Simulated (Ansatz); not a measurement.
Group exchange: HOF + C2H3FI2 → HOI + C2H3F2I

Species: HOF (hypofluorous acid) `OF`, singlet; C2H3FI2 `FC(I)CI`, singlet; HOI (hypoiodous acid) `OI`, singlet; C2H3F2I `FCC(F)I`, singlet. The partners trade F for I: O–F and C–I bonds give way to O–I and C–F.

Shapes, held fixed at every level: PBE0-D4/def2-TZVP. Flexible molecules stand in one conformer, not always the lowest. Programs: Ansatz 0.2.0. The zero-point and thermal change to 298 K, harmonic and unscaled (PBE0-D4/def2-TZVP), is +1.9 kJ/mol.

```json
{"level": "HF/def2-SVP", "kind": "Hartree–Fock", "ΔH(298 K) (kJ/mol)": "-241.5", "less CCSD(T)/def2-TZVPP": "-21.2"}
{"level": "r2SCAN-D4/def2-TZVPP", "kind": "meta-GGA", "ΔH(298 K) (kJ/mol)": "-221.1", "less CCSD(T)/def2-TZVPP": "-0.8"}
{"level": "B3LYP-D4/def2-TZVPP", "kind": "global hybrid", "ΔH(298 K) (kJ/mol)": "-224.4", "less CCSD(T)/def2-TZVPP": "-4.1"}
{"level": "PBE0-D4/def2-TZVPP", "kind": "global hybrid", "ΔH(298 K) (kJ/mol)": "-220.3", "less CCSD(T)/def2-TZVPP": "0.0"}
{"level": "wB97M-V/def2-TZVPP", "kind": "range-separated hybrid", "ΔH(298 K) (kJ/mol)": "-227.8", "less CCSD(T)/def2-TZVPP": "-7.5"}
{"level": "MP2/def2-TZVPP", "kind": "perturbation theory", "ΔH(298 K) (kJ/mol)": "-224.9", "less CCSD(T)/def2-TZVPP": "-4.6"}
{"level": "CCSD(T)/def2-SVP", "kind": "coupled cluster or CI", "ΔH(298 K) (kJ/mol)": "-203.8", "less CCSD(T)/def2-TZVPP": "+16.5"}
{"level": "CCSD(T)/def2-TZVPP", "kind": "coupled cluster or CI", "ΔH(298 K) (kJ/mol)": "-220.3", "less CCSD(T)/def2-TZVPP": "0.0"}
```

The highest level, CCSD(T)/def2-TZVPP, gives ΔH(298 K) = -220.3 kJ/mol; the levels span -241.5 to -203.8. The column of differences is taken from that level and isn't an error. No measured value is set beside it here. For atoms past krypton def2 sets carry core potentials with scalar relativity. Outer-core shells of I are correlated, in sets that cover them unevenly.

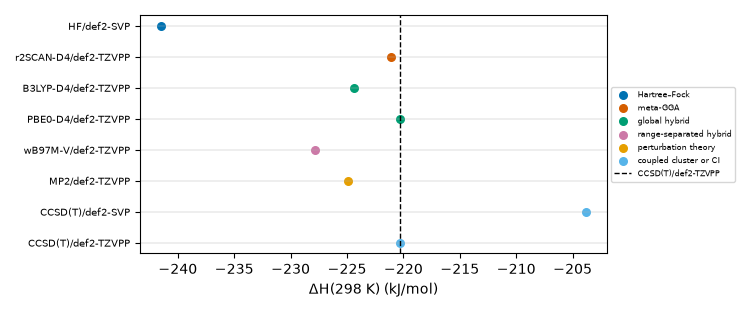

The values of the table, level by level.
